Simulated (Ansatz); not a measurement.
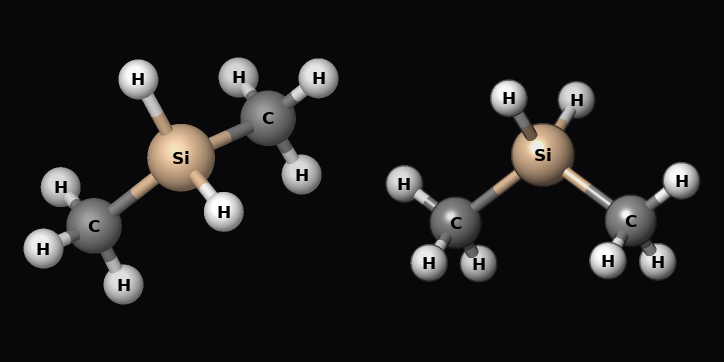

Both panels show the same species.

What does the picture show?

The molecule is C2H8Si. This geometry has C2v symmetry. Coordination: 1 Si tetrahedral; 2 C tetrahedral.

More results for the same structure follow; atom numbers are the same in all pictures, views and colours differ. The computed structure is the end point of a PBE0-D4/def2-TZVP optimisation.

Geometry

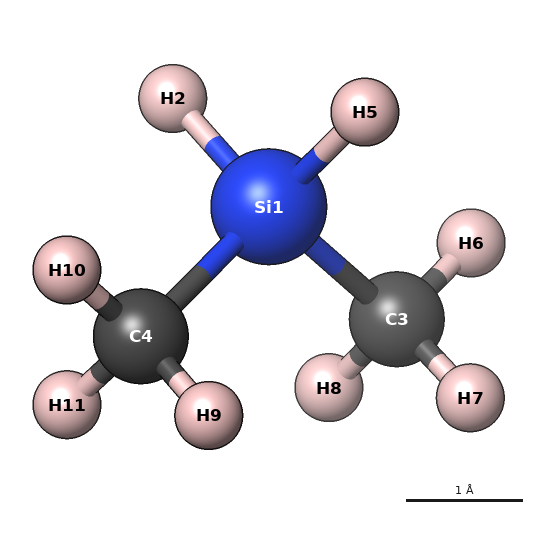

The atoms are numbered.

Give the bond lengths.

```
  bond  length (Å)
Si1–H2       1.491
Si1–C3       1.872
Si1–C4       1.872
Si1–H5       1.491
 C3–H6       1.092
 C3–H7       1.093
 C3–H8       1.093
 C4–H9       1.093
C4–H10       1.092
C4–H11       1.093
```

Dipole moment

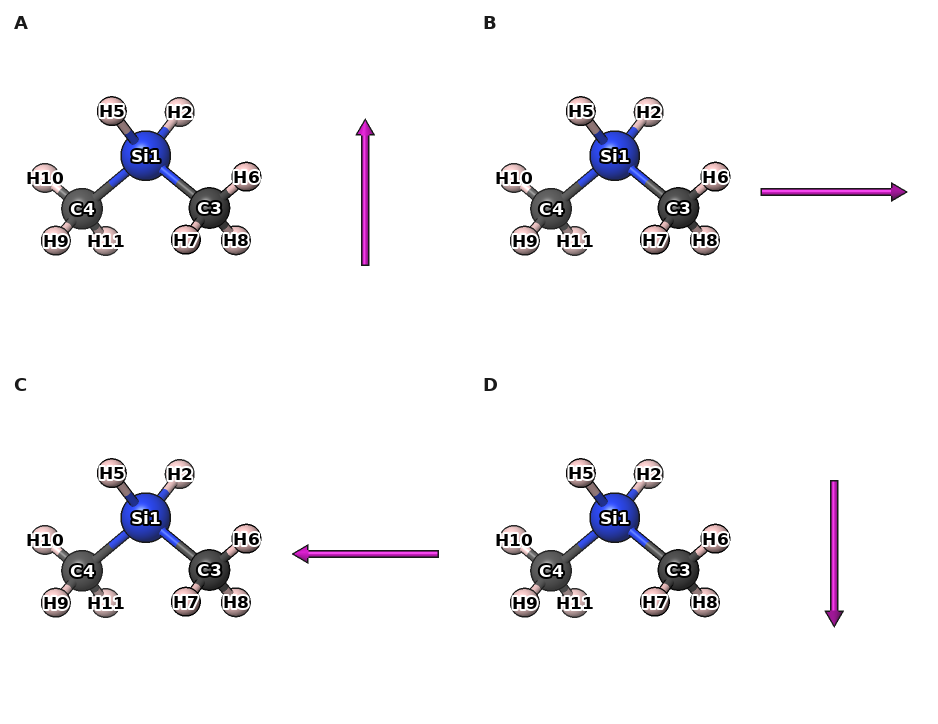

The same molecule four times, each with an arrow. Level of theory: RKS PBE0-D4/def2-TZVP (Ansatz 0.2.0).

Which arrow points along the dipole moment, from the negative to the positive end?

D. The dipole moment is 0.81 D; it points from the side of H2, H5 to the side of H7, H8, H9, H11 (the outermost atoms at the two ends).

Charges

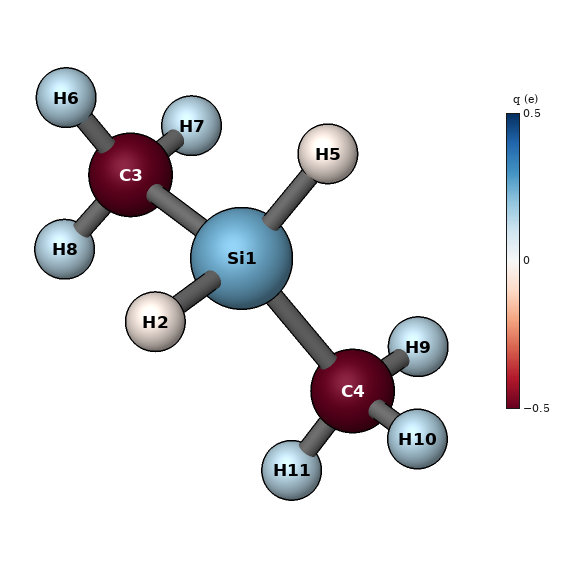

Atoms are coloured by their Mulliken charges. Properties computed with RKS PBE0-D4/def2-TZVP (Ansatz 0.2.0).

List the Mulliken charges.

| atom | value (e) |
| --- | --- |
| Si1 | 0.25 |
| H2 | −0.04 |
| C3 | −0.50 |
| C4 | −0.50 |
| H5 | −0.04 |
| H6 | 0.14 |
| H7 | 0.14 |
| H8 | 0.14 |
| H9 | 0.14 |
| H10 | 0.14 |
| H11 | 0.14 |

Vibrations

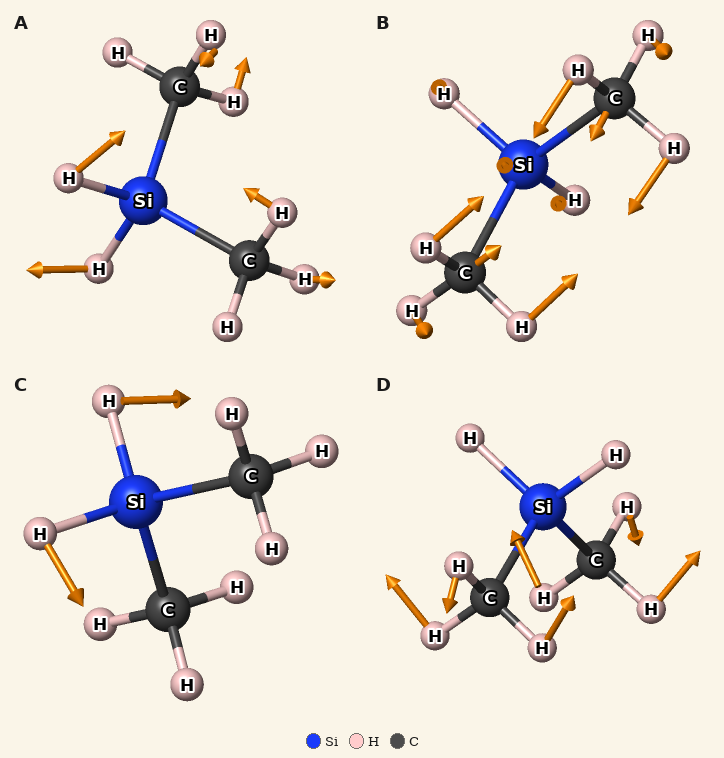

4 normal modes of one molecule or complex, as arrows. Harmonic vibrations computed with RKS PBE0-D4/def2-TZVP (Ansatz 0.2.0) at a stationary point of the same level.

Match the panels to the wavenumbers 207 cm⁻¹, 461 cm⁻¹, 957 cm⁻¹, 1454 cm⁻¹.

A: 461 cm⁻¹, C–Si–H bending
B: 207 cm⁻¹
C: 957 cm⁻¹, H–Si–H bending
D: 1454 cm⁻¹, H–C–H bending

Mulliken values depend strongly on the basis set and can even reverse the polarity of a bond.
